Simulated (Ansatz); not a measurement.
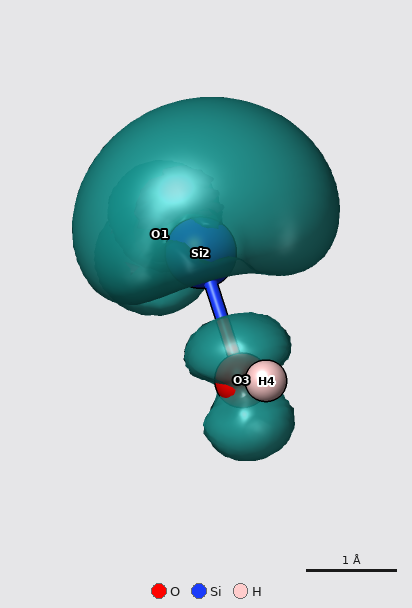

Figure. HO2Si (SMILES O=[Si]O) (doublet). Isosurfaces of the spin density (α minus β) at +0.02 (teal) and −0.02 e/Å³ (pink), seen at an oblique angle.

Geometry: PBE0-D4/def2-TZVP.

All numbers below come from UKS PBE0-D4/def2-TZVPP in Ansatz.

```yaml
atoms:
  - { symbol: O, position_ang: [-1.7759, 0.8022, -0.1654] }
  - { symbol: Si, position_ang: [-0.5667, 0.0934, 0.4250] }
  - { symbol: O, position_ang: [0.8231, -0.2197, -0.3704] }
  - { symbol: H, position_ang: [1.5194, -0.6759, 0.1108] }
```

**Describe the spin distribution.**

The unpaired spin (1 electron) lies mostly on Si2 (about 0.7), O1 (about 0.2) and O3 (about 0.1), in electrons by Hirshfeld's partition.
